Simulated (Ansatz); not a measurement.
# CHB (triplet): correlated methods under varied settings at distance B1–C2 = 1.824 Å

Aim: run CHB (triplet) at one geometry under a spread of methods and options, and see what each costs and gives.

Program: Ansatz 0.2.0, Gaussian basis. Level of theory: the settings change from run to run. These are calculated values, not measurements.

12 further runs of the same task are left out: 1 for a known fault of the program, 8 that didn't finish, 3 set aside as unsound or not needed.

## Step 1: The system

The geometry derives from a PBE0/def2-TZVP stationary point (not a proven minimum). One bond is set to the value named and the two fragments are kept rigid.

3 atoms, charge 0, spin multiplicity 3.

Atoms are counted from 1 here; the program's logs count them from 0.

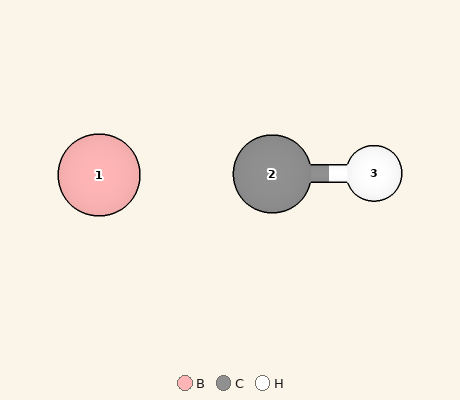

The geometry (boron pink, carbon grey, hydrogen white); atoms are numbered from 1 in the order of the file.

## Step 2: MP2 on UHF/def2-SVP

in.yaml

```yaml
crystal:
  periodic: [false, false, false]
  atoms:
    - {symbol: B, position_ang: [0.000000, 0.000000, 1.572934]}
    - {symbol: C, position_ang: [0.000000, 0.000000, -0.251066]}
    - {symbol: H, position_ang: [0.000000, 0.000000, -1.321868]}
basis:
  gaussian: {orbitals: def2-SVP}
magnetization: {spin_polarized: true, initial_magnetization: 2}
correlation: {method: mp2, electrons: valence}
```

Started as:

```bash
> ansatz run in.yaml --threads 1 --pin off --events-out ev --progress --plain --max-ram 2393MiB
```

Output:

```text
Functional definition: HF
  name "HF"
  cite "Fock, Z. Phys. 61, 126 (1930) doi:10.1007/BF01340294"
  parent pbe
  exchange = exact_x
  correlation = 0
343 factors; integrals over basis functions are off by at most 1.3e-3 eV
mean field evaluation 1: about -1709.3989 eV, gradient 8.6e0 eV
mean field evaluation 2: about -1709.3995 eV, gradient 8.6e0 eV
mean field evaluation 4: about -1710.3367 eV, gradient 1.8e0 eV
mean field evaluation 8: about -1710.4079 eV, gradient 4.1e-3 eV
mean field evaluation 16: about -1710.4612 eV, gradient 2.2e-1 eV
mean field evaluation 32: about -1708.4996 eV, gradient 7.0e0 eV
mean field evaluation 64: about -1708.7523 eV, gradient 2.1e0 eV
mean field -1710.46481188 eV, -62.8584224420 hartree, gradient 3.4e-6 eV, S^2 2.302571; 10 other end points of the search recorded, 0 dependent functions left out
2 core orbitals not correlated: weight in the atoms' cores, before any rotation towards them, 1.000 or more for the frozen orbitals, at most 0.000 for the correlated occupied ones
reference -1710.46481188 eV, -62.8584224420 hartree; 5, 3 occupied and 26, 28 virtual orbitals, 343 factors
second order -3.49828028 eV of doubles, -0.00000000 eV of singles
Total energy: -1713.96309217 eV, -62.9869818712 hartree
```

Run time: 0.27 s. Hardware: 1 thread of Arm Neoverse V2, shared host.

From the report: ⟨S²⟩ of the determinant 2.303 (pure triplet: 2.00).

## Step 3: NEVPT2(4,7)/cc-pVDZ

in.yaml

```yaml
crystal:
  periodic: [false, false, false]
  atoms:
    - {symbol: B, position_ang: [0.000000, 0.000000, 1.572934]}
    - {symbol: C, position_ang: [0.000000, 0.000000, -0.251066]}
    - {symbol: H, position_ang: [0.000000, 0.000000, -1.321868]}
basis:
  gaussian: {orbitals: cc-pVDZ, point_charges: [{charge: -1.00, position_ang: [3.826, 0.695, -0.971]}]}
magnetization: {spin_polarized: false, initial_magnetization: 2}
correlation: {method: sc_nevpt2, electrons: outside_noble_gas, active_space: {window: {electrons: 4, orbitals: 7}}}
```

The command is unchanged.

Output:

```text
Functional definition: HF
  name "HF"
  cite "Fock, Z. Phys. 61, 126 (1930) doi:10.1007/BF01340294"
  parent pbe
  exchange = exact_x
  correlation = 0
310 factors; integrals over basis functions are off by at most 7.7e-4 eV
mean field evaluation 1: about -1711.1044 eV, gradient 9.6e0 eV
mean field evaluation 2: about -1711.1048 eV, gradient 9.6e0 eV
mean field evaluation 4: about -1711.9058 eV, gradient 1.0e0 eV
mean field evaluation 8: about -1711.9218 eV, gradient 4.7e-4 eV
mean field evaluation 16: about -1711.7574 eV, gradient 4.4e0 eV
mean field -1711.92177915 eV, -62.9119650017 hartree, gradient 1.4e-6 eV, S^2 2.000000; 3 other end points of the search recorded, 0 dependent functions left out
reference -1711.92177915 eV, -62.9119650017 hartree; 7, 5 occupied and 26, 28 virtual orbitals, 310 factors
state -1713.20626163 eV, -62.9591688620 hartree
state -1713.20626163 eV, -62.9591688620 hartree; corrected -1716.41356002 eV, -63.0770349039 hartree
Total energy: -1716.41356002 eV, -63.0770349039 hartree
```

Run time: 0.63 s. Hardware: 1 thread of Arm Neoverse V2, shared host.

From the report: 441 determinants; active occupations 1.87, 1.00, 1.00, 0.06, 0.06, 0.01, 0.00.

## Step 4: CCSD(T)/cc-pVDZ

in.yaml

```yaml
crystal:
  periodic: [false, false, false]
  atoms:
    - {symbol: B, position_ang: [0.000000, 0.000000, 1.572934]}
    - {symbol: C, position_ang: [0.000000, 0.000000, -0.251066]}
    - {symbol: H, position_ang: [0.000000, 0.000000, -1.321868]}
basis:
  gaussian: {orbitals: cc-pVDZ}
magnetization: {spin_polarized: false, initial_magnetization: 2}
hamiltonian: {xc: {name: PBE}}
correlation: {method: ccsd_t, electrons: valence}
output: {forces: true}
```

Launched as before.

Output, shortened:

```text
Functional definition: PBE
  name "PBE"
  cite "Perdew, Burke & Ernzerhof, Phys. Rev. Lett. 77, 3865 (1996) doi:10.1103/PhysRevLett.77.3865"
  parent pbe
[...]
310 factors; integrals over basis functions are off by at most 7.7e-4 eV
[...]
mean field -1719.30138734 eV, -63.1831606005 hartree, gradient 5.1e-6 eV, S^2 2.000000; 6 other end points of the search recorded, 0 dependent functions left out
[...]
2 core orbitals not correlated: weight in the atoms' cores, before any rotation towards them, 1.000 or more for the frozen orbitals, at most 0.000 for the correlated occupied ones
reference -1711.34004412 eV, -62.8905866335 hartree; 5, 3 occupied and 26, 28 virtual orbitals, 310 factors
second order -4.33940705 eV of doubles, -0.38949485 eV of singles
cycle   1  -5.18612289 eV  change   -4.6e-1 eV  update   8.1e-2
[...]
cycle  14  -5.54404440 eV  change    6.0e-7 eV  update   3.1e-7
perturbative correction -0.20233680 eV, -0.0074357404 hartree
[...]
Total energy: -1717.08642532 eV, -63.1017622477 hartree
Atom 0 at     0.000000     0.000000     1.572934 Å, force    -0.000000     0.000000    -3.555129 eV/Å
Atom 1 at     0.000000     0.000000    -0.251066 Å, force    -0.000000     0.000000     4.818005 eV/Å
Atom 2 at     0.000000     0.000000    -1.321868 Å, force     0.000000    -0.000000    -1.262876 eV/Å
Dipole moment:    -0.000000    -0.000000    -0.317139 e Å
```

It took 2.5 s on 1 thread of Arm Neoverse V2, shared host.

From the report: correlation -5.7464 eV; T1 0.037; largest double amplitude 0.08. The orbitals are Kohn-Sham ones, so correlation energy and T1 don't compare with those on Hartree-Fock orbitals.

## Step 5: CASSCF(6,4)/cc-pVDZ

Edit in.yaml of step 4 so:

```diff
@@ -9,4 +9,2 @@
 magnetization: {spin_polarized: false, initial_magnetization: 2}
-hamiltonian: {xc: {name: PBE}}
-correlation: {method: ccsd_t, electrons: valence}
-output: {forces: true}
+correlation: {active_space: {window: {electrons: 6, orbitals: 4}}}
```

Launched as before.

Output:

```text
Functional definition: HF
  name "HF"
  cite "Fock, Z. Phys. 61, 126 (1930) doi:10.1007/BF01340294"
  parent pbe
  exchange = exact_x
  correlation = 0
310 factors; integrals over basis functions are off by at most 7.7e-4 eV
mean field evaluation 1: about -1710.9989 eV, gradient 9.9e0 eV
mean field evaluation 2: about -1710.9992 eV, gradient 9.9e0 eV
mean field evaluation 4: about -1711.7893 eV, gradient 1.5e0 eV
mean field evaluation 8: about -1711.8053 eV, gradient 2.1e-4 eV
mean field evaluation 16: about -1709.3872 eV, gradient 4.1e-2 eV
mean field evaluation 32: about -1709.1272 eV, gradient 6.6e0 eV
mean field -1711.80528345 eV, -62.9076838635 hartree, gradient 1.4e-6 eV, S^2 2.000000; 5 other end points of the search recorded, 0 dependent functions left out
reference -1711.80528345 eV, -62.9076838635 hartree; 7, 5 occupied and 26, 28 virtual orbitals, 310 factors
state -1711.80528345 eV, -62.9076838635 hartree
Total energy: -1711.80528345 eV, -62.9076838635 hartree
```

Run time: 0.42 s. Hardware: 1 thread of Arm Neoverse V2, shared host.

From the report: 16 determinants; active occupations 2.00, 2.00, 1.00, 1.00. With so small a space the active step adds no correlation: the energy is the mean field's.

## Step 6: CCSDT(Q) on ROHF/6-31G*

Edit in.yaml of step 5 so:

```diff
@@ -7,4 +7,5 @@
 basis:
-  gaussian: {orbitals: cc-pVDZ}
+  gaussian: {orbitals: "6-31G*"}
 magnetization: {spin_polarized: false, initial_magnetization: 2}
-correlation: {active_space: {window: {electrons: 6, orbitals: 4}}}
+correlation: {method: ccsdt_q, electrons: valence}
+accuracy: high
```

Same command.

Output, shortened:

```text
Functional definition: HF
  name "HF"
  cite "Fock, Z. Phys. 61, 126 (1930) doi:10.1007/BF01340294"
  parent pbe
[...]
601 factors; integrals over basis functions are off by at most 3.1e-9 eV
[...]
mean field -1711.48434474 eV, -62.8958895835 hartree, gradient 2.1e-8 eV, S^2 2.000000; 7 other end points of the search recorded, 0 dependent functions left out
[...]
determinant -1711.48434474 eV, -62.8958895835 hartree, with singles and doubles -1716.39084219 eV, -63.0762000392 hartree
determinant -1709.09573121 eV, -62.8081096552 hartree, with singles and doubles -1714.66313971 eV, -63.0127081439 hartree
determinant -1708.97851887 eV, -62.8038021813 hartree, with singles and doubles -1714.81857145 eV, -63.0184201552 hartree
determinant -1708.95047650 eV, -62.8027716433 hartree, with singles and doubles -1714.75866371 eV, -63.0162185862 hartree
2 core orbitals not correlated: weight in the atoms' cores, before any rotation towards them, 1.000 or more for the frozen orbitals, at most 0.000 for the correlated occupied ones
reference -1711.48434474 eV, -62.8958895835 hartree; 5, 3 occupied and 25, 27 virtual orbitals, 601 factors
second order -3.76723215 eV of doubles, -0.12872115 eV of singles
cycle   1  -4.51986725 eV  change   -6.2e-1 eV  update   8.8e-2
[...]
cycle  28  -5.10513904 eV  change   1.6e-10 eV  update  5.6e-10
perturbative correction -0.00822013 eV, -0.0003020843 hartree
Total energy: -1716.59770391 eV, -63.0838020670 hartree
```

It took 6 s on 1 thread of Arm Neoverse V2, shared host.

From the report: correlation -5.1134 eV; T1 0.033; largest double amplitude 0.09.

## Step 7: CCSDTQ on UHF/STO-3G

in.yaml

```yaml
crystal:
  periodic: [false, false, false]
  atoms:
    - {symbol: B, position_ang: [0.000000, 0.000000, 1.572934]}
    - {symbol: C, position_ang: [0.000000, 0.000000, -0.251066]}
    - {symbol: H, position_ang: [0.000000, 0.000000, -1.321868]}
basis:
  gaussian: {orbitals: STO-3G}
magnetization: {spin_polarized: true, initial_magnetization: 2}
correlation: {method: ccsdtq, electrons: outside_noble_gas}
accuracy: high
```

The command is unchanged.

Output, shortened:

```text
Functional definition: HF
  name "HF"
  cite "Fock, Z. Phys. 61, 126 (1930) doi:10.1007/BF01340294"
  parent pbe
[...]
167 factors; integrals over basis functions are off by at most 1.6e-8 eV
[...]
mean field -1688.85758590 eV, -62.0643715330 hartree, gradient 4.4e-8 eV, S^2 2.381605; 12 other end points of the search recorded, 0 dependent functions left out
determinant -1688.85758590 eV, -62.0643715330 hartree, with singles and doubles -1691.19086731 eV, -62.1501180431 hartree
determinant -1687.11201291 eV, -62.0002229089 hartree, with singles and doubles -1689.67493534 eV, -62.0944085708 hartree
determinant -1686.87488675 eV, -61.9915086833 hartree, with singles and doubles -1689.72229184 eV, -62.0961488903 hartree
determinant -1685.96678879 eV, -61.9581366988 hartree, with singles and doubles -1687.87139812 eV, -62.0281298008 hartree
determinant -1685.84535414 eV, -61.9536740576 hartree, with singles and doubles -1690.51381922 eV, -62.1252369851 hartree
determinant -1688.75781644 eV, -62.0607050728 hartree, with singles and doubles -1691.22592104 eV, -62.1514062441 hartree
determinant -1688.85758590 eV, -62.0643715330 hartree, with singles and doubles -1691.22220892 eV, -62.1512698261 hartree
determinant -1688.75781644 eV, -62.0607050728 hartree, with singles and doubles -1691.22393601 eV, -62.1513332956 hartree
[...]
2 core orbitals not correlated: weight in the atoms' cores, before any rotation towards them, 1.000 or more for the frozen orbitals, at most 0.000 for the correlated occupied ones
reference -1688.75781644 eV, -62.0607050728 hartree; 5, 3 occupied and 4, 6 virtual orbitals, 167 factors
second order -1.39671864 eV of doubles, -0.00000000 eV of singles
cycle   1  -1.89697466 eV  change   -5.0e-1 eV  update   9.2e-2
[...]
cycle  30  -2.55350453 eV  change   9.7e-11 eV  update  6.7e-10
Total energy: -1691.31132096 eV, -62.1545446334 hartree
```

Run time: 15 s. Hardware: 1 thread of Arm Neoverse V2, shared host.

From the report: ⟨S²⟩ of the determinant 2.080 (pure triplet: 2.00); correlation -2.5535 eV; T1 0.032; largest double amplitude 0.11.

## Step 8: All runs side by side

Where basis and cores are those of an earlier UCCSDT(Q)/cc-pVDZ run (-1717.1743 eV), and the state is the same kind, the miss against it is given.

```csv
level,correlated,functions,energy (eV),from UCCSDT(Q) (meV),time
MP2 on UHF/def2-SVP,valence,33,-1713.9631,,0.27 s
"NEVPT2(4,7)/cc-pVDZ (beside a point charge)",outside noble gas,33,-1716.4136,,0.63 s
CCSD(T)/cc-pVDZ (on PBE orbitals),valence,33,-1717.0864,87.9,2.5 s
"CASSCF(6,4)/cc-pVDZ",,33,-1711.8053,5369.1,0.42 s
CCSDT(Q) on ROHF/6-31G*,valence,32,-1716.5977,,6 s
CCSDTQ on UHF/STO-3G,outside noble gas,11,-1691.3113,,15 s
```

## Step 9: Outcome

| quantity | value |
| --- | --- |
| runs | 6 |
| quickest | MP2 on UHF/def2-SVP, 0.27 s |
| slowest | CCSDTQ on UHF/STO-3G, 15 s |

In words: Total energies in different bases, with other cores or another treatment of relativity can't be set against each other. CCSDTQ on UHF/STO-3G took 54 times as long as MP2 on UHF/def2-SVP; the jobs differ in more than the method. Hartree-Fock, CASSCF and CASCI lack dynamic correlation by design. Cores frozen from Kohn-Sham orbitals shift the total energy.
